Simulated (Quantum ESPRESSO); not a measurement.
# CrClO: where do free moments turn?

The moments of CrClO start in several directions and relax. Which textures last, and at what energy?

Main program and level: Quantum ESPRESSO 7.5; LDA with U = 3.5 eV on Cr d (ortho-atomic projectors); plane waves with GBRV 1.5 LDA potentials, no spin-orbit coupling.

## 1. Set-up

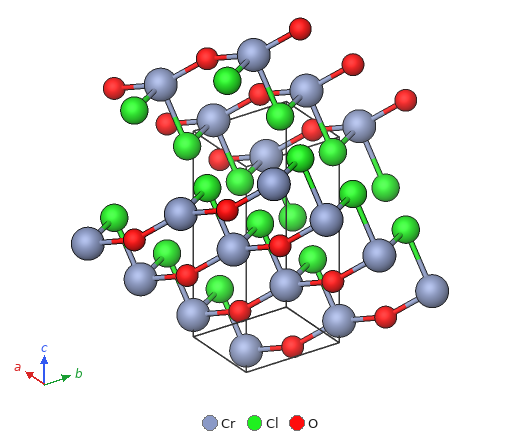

The cell as given, from a free direction (chromium light blue, chlorine green, oxygen red). 3×2×1 cells are drawn. Some periodic images of atoms are drawn too.

The cell comes from Materials Project 2023-11-01, a database of computed structures, and need not be the stable phase.

## 2. Start 1: collinear parallel

Contents of pw.in:

```
&CONTROL
  calculation = 'scf'
  prefix = 'pwscf'
  outdir = './tmp'
  pseudo_dir = './pseudo'
  disk_io = 'nowf'
/
&SYSTEM
  ibrav = 0
  celldm(1) = 8
  nat = 6
  ntyp = 3
  ecutwfc = 34
  ecutrho = 238
  nbnd = 74
  occupations = 'smearing'
  smearing = 'fd'
  degauss = 0.00999582
  noncolin = .true.
  starting_magnetization(1) = 0.2143
  angle1(1) = 0
  angle2(1) = 0
  starting_magnetization(2) = 0
  starting_magnetization(3) = 0
  nosym = .true.
/
&ELECTRONS
  conv_thr = 1.2d-08
  electron_maxstep = 150
  mixing_beta = 0.3
/
ATOMIC_SPECIES
Cr     51.9961 cr_lda_v1.5.uspp.F.UPF
Cl     35.4500 cl_lda_v1.4.uspp.F.UPF
O      15.9990 o_lda_v1.2.uspp.F.UPF
CELL_PARAMETERS alat
   0.7535461548307    0.0000000000000    0.0000000000000
   0.0000000000000    0.9133425581106    0.0000000000000
   0.0000000000000    0.0000000000000    1.8784965310651
ATOMIC_POSITIONS crystal
Cr      0.0000000000    0.0000000000    0.1060403200
Cr      0.5000000000    0.5000000000    0.8939596800
Cl      0.0000000000    0.5000000000    0.6814219400
Cl      0.5000000000    0.0000000000    0.3185780600
O       0.5000000000    0.0000000000    0.9478179000
O       0.0000000000    0.5000000000    0.0521821000
K_POINTS automatic
4 4 2 0 0 0
HUBBARD {ortho-atomic}
U Cr-3d 3.5000
```

Launch:

```console
> OMP_NUM_THREADS=1 mpirun -n 2 pw.x -nk 2 -in pw.in > pw.out
```

Log:

```text
Program PWSCF v.7.5 starts

     K-points division:     npool     =       2
     Subspace diagonalization in iterative solution of the eigenvalue problem:

     bravais-lattice index     =            0
     lattice parameter (alat)  =       8.0000  a.u.
     unit-cell volume          =     661.9481 (a.u.)^3
     number of atoms/cell      =            6
     number of atomic types    =            3
     number of electrons       =        54.00
     number of Kohn-Sham states=           74
     kinetic-energy cutoff     =      34.0000  Ry
     charge density cutoff     =     238.0000  Ry
     scf convergence threshold =      1.2E-08
     mixing beta               =       0.3000
     number of iterations used =            8  plain     mixing
     Exchange-correlation= SLA  PZ   NOGX NOGC
                           (   1   1   0   0   0   0   0)
     Noncollinear calculation without spin-orbit

     Hubbard projectors: ortho-atomic
     Hubbard parameters of DFT+U (Dudarev formulation) in eV:
     U(Cr-3d) =  3.5000

     Internal variables: lda_plus_u =T, lda_plus_u_kind = 0

     Internal variables: orbital_resolved =F, hub_pot_fix =F, apply_U = F

     celldm(1)=   8.000000  celldm(2)=   0.000000  celldm(3)=   0.000000
     celldm(4)=   0.000000  celldm(5)=   0.000000  celldm(6)=   0.000000

     crystal axes: (cart. coord. in units of alat)
               a(1) = (   0.753546   0.000000   0.000000 )
               a(2) = (   0.000000   0.913343   0.000000 )
               a(3) = (   0.000000   0.000000   1.878497 )

     reciprocal axes: (cart. coord. in units 2 pi/alat)
               b(1) = (  1.327059  0.000000  0.000000 )
               b(2) = (  0.000000  1.094879  0.000000 )
               b(3) = (  0.000000  0.000000  0.532341 )

     PseudoPot. # 1 for Cr read from file:
     cr_lda_v1.5.uspp.F.UPF
     Pseudo is Ultrasoft + core correction, Zval = 14.0

     PseudoPot. # 2 for Cl read from file:
     cl_lda_v1.4.uspp.F.UPF
     Pseudo is Ultrasoft + core correction, Zval =  7.0

     PseudoPot. # 3 for O  read from file:
     o_lda_v1.2.uspp.F.UPF
     Pseudo is Ultrasoft + core correction, Zval =  6.0

     atomic species   valence    mass     pseudopotential
     Cr               14.00    51.99610     Cr( 1.00)
     Cl                7.00    35.45000     Cl( 1.00)
     O                 6.00    15.99900     O ( 1.00)

     No symmetry found

   Cartesian axes

     site n.     atom                  positions (alat units)
         1        Cr     tau(   1) = (   0.0000000   0.0000000   0.1991964  )
         2        Cr     tau(   2) = (   0.3767731   0.4566713   1.6793002  )
         3        Cl     tau(   3) = (   0.0000000   0.4566713   1.2800488  )
         4        Cl     tau(   4) = (   0.3767731   0.0000000   0.5984478  )
         5        O      tau(   5) = (   0.3767731   0.0000000   1.7804726  )
         6        O      tau(   6) = (   0.0000000   0.4566713   0.0980239  )

     number of k points=    32  Fermi-Dirac smearing, width (Ry)=  0.0100
                       cart. coord. in units 2pi/alat
        k(    1) = (   0.0000000   0.0000000   0.0000000), wk =   0.0312500
        k(    2) = (   0.0000000   0.0000000  -0.2661703), wk =   0.0312500
        k(    3) = (   0.0000000   0.2737199   0.0000000), wk =   0.0312500
        k(    4) = (   0.0000000   0.2737199  -0.2661703), wk =   0.0312500
        k(    5) = (   0.0000000  -0.5474397   0.0000000), wk =   0.0312500
        [... 27 further k-points ...]

     Dense  grid:    41023 G-vectors     FFT dimensions: (  30,  36,  75)

     Smooth grid:    17759 G-vectors     FFT dimensions: (  24,  27,  60)

     Check: negative core charge=   -0.000008
     Generating pointlists ...
     new r_m :   0.1929 (alat units)  1.5436 (a.u.) for type    1
     new r_m :   0.2264 (alat units)  1.8116 (a.u.) for type    2
     new r_m :   0.1929 (alat units)  1.5436 (a.u.) for type    3

     Initial potential from superposition of free atoms

     starting charge      52.0000, renormalised to      54.0000

     negative rho (up, down):  3.568E-02 0.000E+00

     STARTING HUBBARD OCCUPATIONS:

     ================= HUBBARD OCCUPATIONS ================
     ------------------------ ATOM    1 ------------------------
     Tr[ns(  1)] (up, down, total) =   3.40000  0.00000  3.40000
     [... lines left out ...]
     Atomic magnetic moment mx, my, mz =     0.000000    0.000000    3.400000
     ------------------------ ATOM    2 ------------------------
     Tr[ns(  2)] (up, down, total) =   3.40000  0.00000  3.40000
     [... lines left out ...]
     Atomic magnetic moment mx, my, mz =     0.000000    0.000000    3.400000

     Number of occupied Hubbard levels =    6.8000

 ==============================================================================
     atom number    1 relative position :    0.0000   0.0000   0.1992
     charge :    11.120806  (integrated on a sphere of radius 0.193)
     magnetization :          0.000000    0.000000    2.358125
     magnetization/charge:    0.000000    0.000000    0.212046
     polar coord.: r, theta, phi [deg] :     2.358125    0.000000  360.000000

 ==============================================================================

[...]
------------------------ ATOM    2 ------------------------
     Tr[ns(  2)] (up, down, total) =   3.47670  0.37817  3.85487
     [... lines left out ...]
     Atomic magnetic moment mx, my, mz =    -0.000026    0.000057    3.098539

     Number of occupied Hubbard levels =    7.7097

     negative rho (up, down):  3.501E-02 0.000E+00

     total energy              =    -481.94358488 Ry
     estimated scf accuracy    <       1.43277695 Ry

     total magnetization       =     0.00    -0.00     6.00 Bohr mag/cell
     absolute magnetization    =     6.52 Bohr mag/cell

     iteration #  2     ecut=    34.00 Ry     beta= 0.30
     Davidson diagonalization with overlap
     ethr =  2.65E-03,  avg # of iterations =  2.5

     negative rho (up, down):  3.450E-02 0.000E+00

     total energy              =    -482.19114616 Ry
     estimated scf accuracy    <       0.12698090 Ry

     total magnetization       =     0.00     0.00     6.00 Bohr mag/cell
     absolute magnetization    =     6.36 Bohr mag/cell

     [... further iterations left out ...]

     iteration # 12     ecut=    34.00 Ry     beta= 0.30
     Davidson diagonalization with overlap
     ethr =  3.72E-10,  avg # of iterations =  2.0

     negative rho (up, down):  3.308E-02 0.000E+00

     total energy              =    -482.21249916 Ry
     estimated scf accuracy    <       0.00000001 Ry

     total magnetization       =     0.00     0.00     6.00 Bohr mag/cell
     absolute magnetization    =     6.45 Bohr mag/cell

     iteration # 13     ecut=    34.00 Ry     beta= 0.30
     Davidson diagonalization with overlap
     ethr =  2.32E-11,  avg # of iterations =  4.2

     negative rho (up, down):  3.308E-02 0.000E+00

 ==============================================================================
     atom number    1 relative position :    0.0000   0.0000   0.1992
     charge :    10.872352  (integrated on a sphere of radius 0.193)
     magnetization :          0.000024   -0.000002    2.503478
     magnetization/charge:    0.000002   -0.000000    0.230261
     polar coord.: r, theta, phi [deg] :     2.503478    0.000545   -4.994002

 ==============================================================================

 ==============================================================================
     atom number    2 relative position :    0.3768   0.4567   1.6793
     charge :    10.872367  (integrated on a sphere of radius 0.193)
     magnetization :         -0.000012    0.000031    2.503484
     magnetization/charge:   -0.000001    0.000003    0.230261
     polar coord.: r, theta, phi [deg] :     2.503484    0.000760  111.648912

 ==============================================================================

 ==============================================================================
     atom number    3 relative position :    0.0000   0.4567   1.2800
     charge :     5.028765  (integrated on a sphere of radius 0.226)
     magnetization :          0.000000   -0.000000   -0.025791
     magnetization/charge:    0.000000   -0.000000   -0.005129
     polar coord.: r, theta, phi [deg] :     0.025791  179.999259  -69.046740

 ==============================================================================

 ==============================================================================
     atom number    4 relative position :    0.3768   0.0000   0.5984
     charge :     5.028768  (integrated on a sphere of radius 0.226)
     magnetization :         -0.000000    0.000000   -0.025791
     magnetization/charge:   -0.000000    0.000000   -0.005129
     polar coord.: r, theta, phi [deg] :     0.025791  179.999469  174.117747

 ==============================================================================

 ==============================================================================
     atom number    5 relative position :    0.3768   0.0000   1.7805
     charge :     5.466453  (integrated on a sphere of radius 0.193)
     magnetization :         -0.000000   -0.000000   -0.046126
     magnetization/charge:   -0.000000   -0.000000   -0.008438
     polar coord.: r, theta, phi [deg] :     0.046126  179.999657 -143.042898

 ==============================================================================

 ==============================================================================
     atom number    6 relative position :    0.0000   0.4567   0.0980
     charge :     5.466447  (integrated on a sphere of radius 0.193)
     magnetization :          0.000000   -0.000000   -0.046127
     magnetization/charge:    0.000000   -0.000000   -0.008438
     polar coord.: r, theta, phi [deg] :     0.046127  179.999600  -84.806590

 ==============================================================================

     End of self-consistent calculation

     ================= HUBBARD OCCUPATIONS ================
     ------------------------ ATOM    1 ------------------------
     Tr[ns(  1)] (up, down, total) =   3.63559  0.56543  4.20103
     [... lines left out ...]
     Atomic magnetic moment mx, my, mz =     0.000029   -0.000003    3.070160
     ------------------------ ATOM    2 ------------------------
     Tr[ns(  2)] (up, down, total) =   3.63560  0.56544  4.20104
     [... lines left out ...]
     Atomic magnetic moment mx, my, mz =    -0.000015    0.000038    3.070163

     Number of occupied Hubbard levels =    8.4021
     [... lines left out ...]
     the Fermi energy is     6.4789 ev

!    total energy              =    -482.21249926 Ry
     estimated scf accuracy    <          5.3E-09 Ry
     smearing contrib. (-TS)   =      -0.00005338 Ry
     internal energy E=F+TS    =    -482.21244588 Ry

     The total energy is F=E-TS. E is the sum of the following terms:
     one-electron contribution =    -492.42165487 Ry
     hartree contribution      =     264.11816194 Ry
     xc contribution           =     -77.61731359 Ry
     ewald contribution        =    -176.53968916 Ry
     Hubbard energy            =       0.24804980 Ry

     total magnetization       =     0.00     0.00     6.00 Bohr mag/cell
     absolute magnetization    =     6.45 Bohr mag/cell

     convergence has been achieved in  13 iterations

=------------------------------------------------------------------------------=
   JOB DONE.
=------------------------------------------------------------------------------=
```

Run time: 2.5 min. Hardware: 2 MPI ranks of Arm Neoverse V1, shared host; peak memory 0.57 GiB.

Spin moment in the atom's sphere by atom:

| atom | x (μB) | y (μB) | z (μB) | size |
| --- | --- | --- | --- | --- |
| Cr1 | 0.00 | 0.00 | 2.50 | 2.50 |
| Cr2 | 0.00 | 0.00 | 2.50 | 2.50 |
| Cl3 | 0.00 | 0.00 | -0.03 | 0.03 |
| Cl4 | 0.00 | 0.00 | -0.03 | 0.03 |
| O5 | 0.00 | 0.00 | -0.05 | 0.05 |
| O6 | 0.00 | 0.00 | -0.05 | 0.05 |

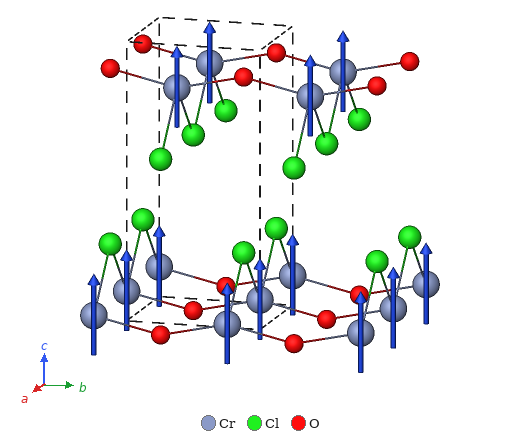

Spin moment in the atom's sphere as arrows, the longest 2.50 μB. 2×2×1 cells are drawn. Some periodic images of atoms are drawn too.

This step gave:

```
smearing term TS       : 7.26e-4 eV
magnetization          : 0, 0, 6 μB
absolute magnetization : 6.451 μB
final state            : ferromagnetic
```

## 3. Start 2: random 1

pw.in, as its differences from that of step 2:

```diff
@@ -11,3 +11,3 @@
   nat = 6
-  ntyp = 3
+  ntyp = 4
   ecutwfc = 34
@@ -20,6 +20,9 @@
   starting_magnetization(1) = 0.2143
-  angle1(1) = 0
-  angle2(1) = 0
-  starting_magnetization(2) = 0
+  angle1(1) = 88.739
+  angle2(1) = 174.432
+  starting_magnetization(2) = 0.2142
+  angle1(2) = 160.603
+  angle2(2) = 104.12
   starting_magnetization(3) = 0
+  starting_magnetization(4) = 0
   nosym = .true.
@@ -32,3 +35,4 @@
 ATOMIC_SPECIES
-Cr     51.9961 cr_lda_v1.5.uspp.F.UPF
+Cr1    51.9961 cr_lda_v1.5.uspp.F.UPF
+Cr2    51.9961 cr_lda_v1.5.uspp.F.UPF
 Cl     35.4500 cl_lda_v1.4.uspp.F.UPF
@@ -40,4 +44,4 @@
 ATOMIC_POSITIONS crystal
-Cr      0.0000000000    0.0000000000    0.1060403200
-Cr      0.5000000000    0.5000000000    0.8939596800
+Cr1     0.0000000000    0.0000000000    0.1060403200
+Cr2     0.5000000000    0.5000000000    0.8939596800
 Cl      0.0000000000    0.5000000000    0.6814219400
@@ -49,2 +53,3 @@
 HUBBARD {ortho-atomic}
-U Cr-3d 3.5000
+U Cr1-3d 3.5000
+U Cr2-3d 3.5000
```

Log:

```text
     [... lines left out ...]
Program PWSCF v.7.5 starts
     [... lines left out ...]
     number of atoms/cell      =            6
     [... lines left out ...]
     number of electrons       =        54.00
     number of Kohn-Sham states=           74
     kinetic-energy cutoff     =      34.0000  Ry
     charge density cutoff     =     238.0000  Ry
     scf convergence threshold =      1.2E-08
     [... lines left out ...]
     Noncollinear calculation without spin-orbit
     [... lines left out ...]
     No symmetry found
     [... lines left out ...]
     number of k points=    32  Fermi-Dirac smearing, width (Ry)=  0.0100
     [... lines left out ...]
     iteration #108     ecut=    34.00 Ry     beta= 0.30
     [... lines left out ...]
[key lines of the parts left out:]
total magnetization       =    -3.47     1.35    -2.97 Bohr mag/cell
total energy              =    -482.17093474 Ry
```

Wall time 31 min (2 MPI ranks); peak memory 0.58 GiB.

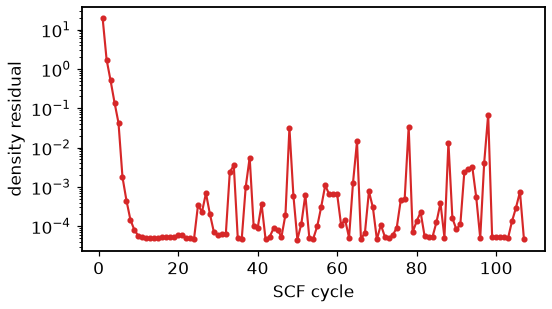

Residual by cycle in this run.

The run was cut off at its time limit.

After 107 cycles the residual stands at 4.7e-5.

(Continued in part 2 of 2.)

[Logs and program files are shortened in this print: banners, set-up blocks, solver, clock and traceback lines can be left out without a mark of their own.]

[Logs are printed without paths, hosts, clocks, repeated set-up lines and the standing remarks that a program may print on its own settings, such as how far it seeks lower states.]

[Hosts, paths, dates, database ids (printed as entryN), source tags and the programs' standing remarks are cut or masked in the printed files.]

[Where a cell is said to come from a database of computed structures, the database is the Materials Project.]
